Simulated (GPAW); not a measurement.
The Nb L₃ edge of atom 1 in NbCo2 (Fd-3m), with 12 Co at 2.81 Å and 4 Nb at 2.93 Å (16-fold, site symmetry -43m), was computed in 2 ways: excited-electron core hole (neutral cell) and no core hole. Program and functional: GPAW, LDA, Gaussian full width 1.66 eV up to 4 eV, rising linearly to 3.5 eV at 25 eV; cells of 6 atoms.

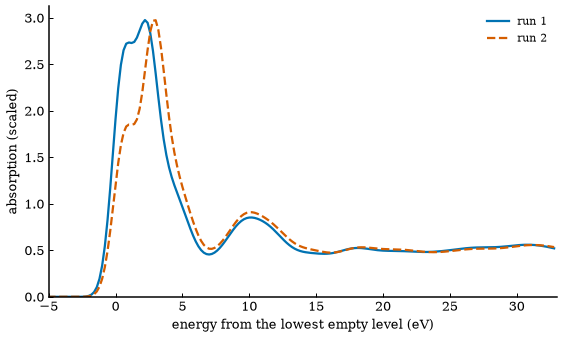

Each run is counted from its own lowest empty level or Fermi level and scaled to a mean of 1 over its first 20 eV.

**Question.** Which run is which?

Run 1: excited-electron core hole (neutral cell) (area from −2 to 6 eV 13.0, main maxima 2.2 eV (2.98) and 10.2 eV (0.85)). Run 2: no core hole (area from −2 to 6 eV 11.9, main maxima 3.0 eV (2.98) and 10.2 eV (0.91)). With each curve scaled to its own mean, the area from −2 to 6 eV with the hole is 13.0 against 11.9, and the centre of weight from −1 to 20 eV moves by -0.6 eV (first and strongest maxima below 20 eV: 3.0 eV (2.98) and 10.2 eV (0.91) without the hole, 2.2 eV (2.98) and 10.2 eV (0.85) with it); the shape changes all the same, by 28 % r.m.s.

[Hosts, paths, dates, database ids (printed as entryN), source tags and the programs' standing remarks are cut or masked in the printed files.]

[Lists of maxima count a maximum above −3 eV only where it reaches 4 % of the highest in the window and stands out from its surroundings by 2 % of it (1.5 % where it reaches 55 %); shoulders and weaker maxima are passed over, and of the rest the first, up to two pre-edge ones and the few strongest are named.]
